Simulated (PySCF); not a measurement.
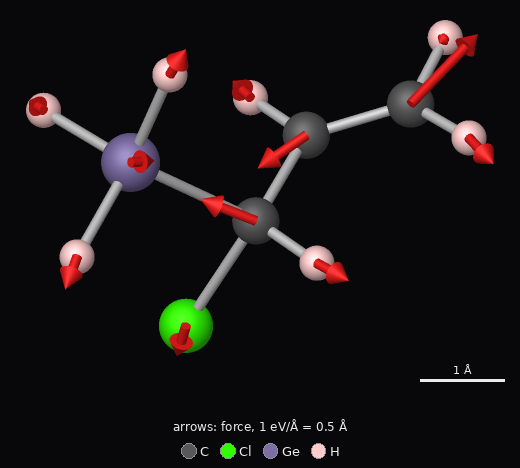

Starting geometry of C₃H₇ClGe with the computed forces as red arrows. Style: ball-and-stick. Shown at a tilt.

The start comes from GFN2-xTB. Its atoms were then displaced at random by about 0.01 Å.

Level of theory: PySCF, PBE0-D3(BJ)/def2-SVP geometry optimisation, gas phase. 

Q: Is this structure relaxed? If not, where do the atoms go?

A: It isn't relaxed: the largest force vector, on a C atom, is 2.54 eV/Å. The final displacements follow the starting forces only in part (cosine between the two patterns 0.38). The energy falls by 19.9 kJ/mol in 5 geometry steps. An H atom moves most after the best rigid fit: 0.14 Å. Largest moves by element: H 0.14 Å, Cl 0.12 Å, C 0.06 Å, Ge 0.01 Å. Among the contacts that change: Ge–H 1.488 → 1.537 Å, C–Cl 1.775 → 1.810 Å, C–C 1.302 → 1.335 Å, C–H 1.064 → 1.095 Å. Bond angles that change, for instance: Cl–C–Ge 101.4° → 107.0°, C–C–H 124.9° → 121.3°, C–Ge–H 111.9° → 108.9°.
